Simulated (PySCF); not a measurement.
C₆H₅B₂ (SMILES C#CC1=CBC=[C]B1) (doublet)

```yaml
atoms:
  - { symbol: C, position_ang: [3.2209, 0.2822, -0.2180] }
  - { symbol: C, position_ang: [2.0228, 0.2073, -0.1215] }
  - { symbol: C, position_ang: [0.6228, 0.1301, -0.0041] }
  - { symbol: C, position_ang: [-0.0717, -0.9603, -0.4810] }
  - { symbol: B, position_ang: [-1.5628, -1.0835, -0.3777] }
  - { symbol: C, position_ang: [-2.3470, 0.1194, 0.3214] }
  - { symbol: C, position_ang: [-1.4788, 0.9972, 0.6714] }
  - { symbol: B, position_ang: [-0.0658, 1.3467, 0.6911] }
  - { symbol: H, position_ang: [4.2649, 0.3340, -0.3093] }
  - { symbol: H, position_ang: [0.5253, -1.7405, -0.9452] }
  - { symbol: H, position_ang: [-2.2297, -1.9675, -0.7527] }
  - { symbol: H, position_ang: [-3.4108, 0.0617, 0.4113] }
  - { symbol: H, position_ang: [0.5055, 2.2738, 1.0966] }
```

Geometry: GFN2-xTB.

Computed with UKS B3LYP, pcH-1 on B C H, non-relativistic, mean-field spin-orbit, GIAO (PySCF 2.14.0, density-fitted response routines).

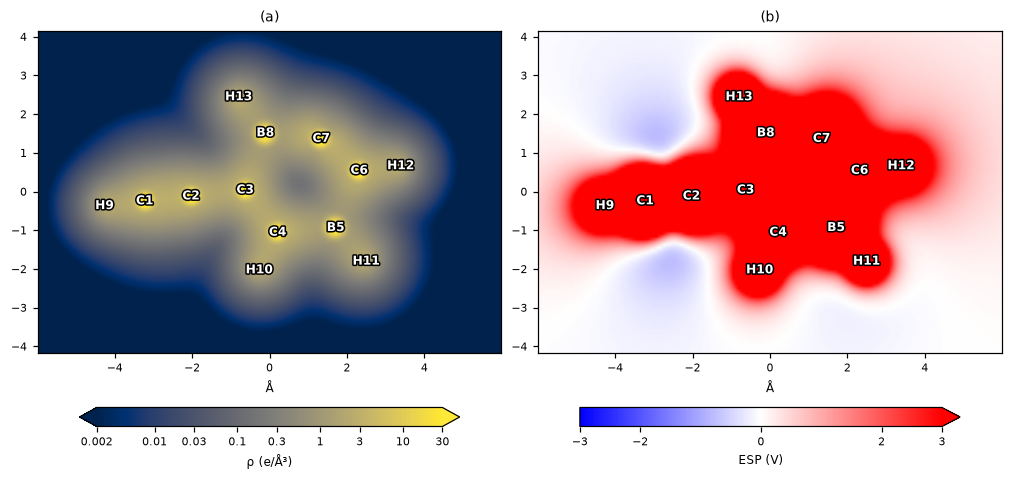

Figure 1. (a) electron density; (b) molecular electrostatic potential on the molecular plane.

> Read the bonding off the picture.

The plane passes through C, B and H nuclei.
C–C (1.20 Å): ρ at the midpoint is about 2.8 e/Å³.
C–B (1.46 Å): the density is about 1.6 e/Å³ at the midpoint.
C–H (1.05 Å): ρ is about 2.2 e/Å³ halfway.
C–C (1.28 Å): ρ is about 2.5 e/Å³ halfway.
C–C (1.38 Å): ρ is about 2.1 e/Å³ halfway.
Outside the dense part of the molecule the potential is most negative (−0.8 V) near C1.

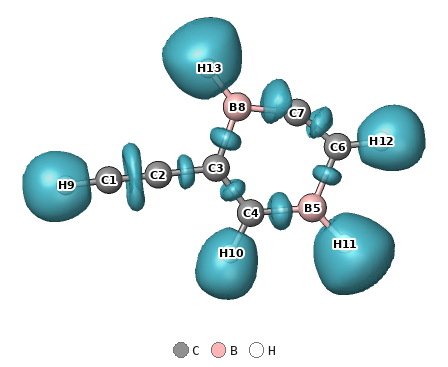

Figure 2. Isosurface of the electron localisation function at 0.85 (cyan), seen across its widest extent. Core shells and regions of very low density are left out.

> What do the ELF domains correspond to?

The ELF exceeds this value in four regions between bonded B–C atoms (shared pairs), four regions between bonded C–C atoms (shared pairs) and five regions around hydrogen nuclei. Profiles from the grid: C–C (1.20 Å): the ELF peaks at about 0.85 between the atoms: a short, multiple covalent bond. C–B (1.46 Å): the ELF peaks at about 0.95 between the atoms; a covalent bond.

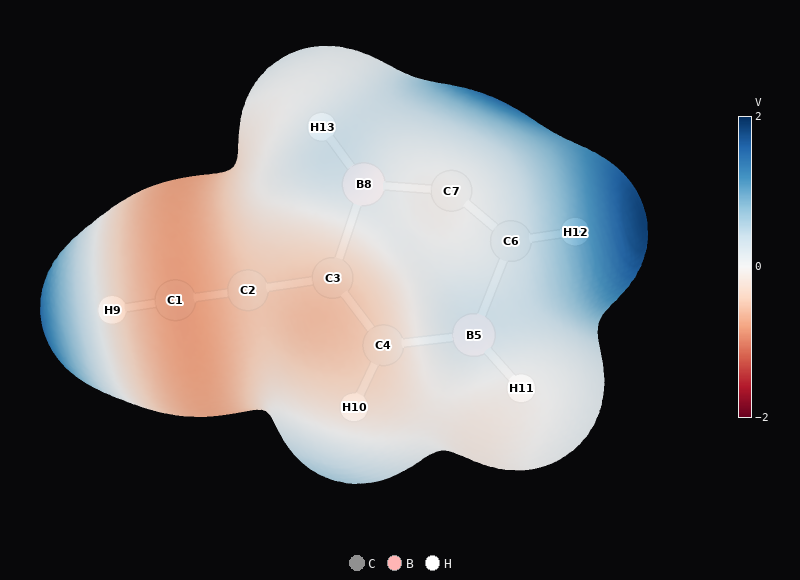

Figure 3. The electrostatic potential painted on the density surface at 0.002 e/bohr³, seen at a tilt; red is negative and blue positive.

> Which sites attract a positive test charge, and which a negative one?

A positive charge is drawn to the negative regions and a negative charge to the positive ones. The most negative region (about −0.8 V) lies over C1 and C2, the most positive (about +1.8 V) over H12.
